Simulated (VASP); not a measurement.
Band structure of MnO2 (rutile). All values below come from MS2 meta-GGA, VASP's PBE PAW potentials (set 64) (plane waves; VASP).

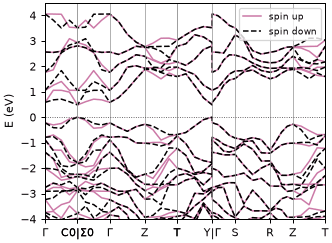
Bands along high-symmetry lines, zero at the valence-band maximum or, without a gap, the Fermi level

Problem. Read the plot: is there a gap, and where are the band edges?

Solution. The gap is direct, 0.48 eV, from the valence maximum at Y to the conduction minimum at Y.

The compound is MnO2 in the rutile structure. It was relaxed first.
